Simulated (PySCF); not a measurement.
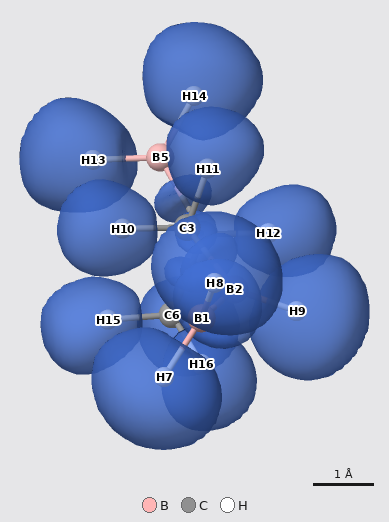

*C₃H₁₁B₃. Isosurface of the ELF at 0.85 (blue), seen at an oblique angle. Only the valence region is drawn (cores and ρ < 0.01 e/Å³ removed).*

Geometry: GFN2-xTB.

All numbers below come from PySCF, CAM-B3LYP/def2-SVPD, SCF density, gas phase.

The calculation's input:

```
{"job": {"kind": "uv", "xc": "CAM-B3LYP", "basis": "def2-SVPD", "nstates": 8, "ntriplets": 3}, "charge": 0, "multiplicity": 1}
B      2.989335    -0.349237     0.222487
B      1.562901    -0.210999    -0.537375
C      0.347182     0.618358     0.061483
C     -1.068671     0.168702    -0.400675
B     -1.973026     1.321051     0.165870
C     -1.350883    -1.239985     0.122858
H      3.247946    -1.257753     0.919348
H      3.853722     0.437182     0.109335
H      1.377723    -0.684781    -1.599937
H      0.360041     0.667362     1.152983
H      0.516948     1.645788    -0.283826
H     -1.056353     0.126018    -1.493826
H     -2.430813     1.242234     1.239410
H     -2.116112     2.305567    -0.450714
H     -1.334013    -1.256253     1.210601
H     -0.601629    -1.942584    -0.240588
H     -2.331298    -1.578639    -0.207345
```

Run with:

```sh
OMP_NUM_THREADS=1 python probes_run.py task.json out
```

Where are the electrons localised?

Answer. At this value the surface marks out one region between bonded B–B atoms (shared pairs), two regions between bonded B–C atoms (shared pairs), two regions between bonded C–C atoms (shared pairs) and eleven regions around hydrogen nuclei. Along the contacts the grid gives the following. C–C (1.53 Å): the ELF peaks at about 0.95 between the atoms: a shared electron pair. C–B (1.57 Å): the ELF peaks at about 1 between the atoms (a covalent bond).
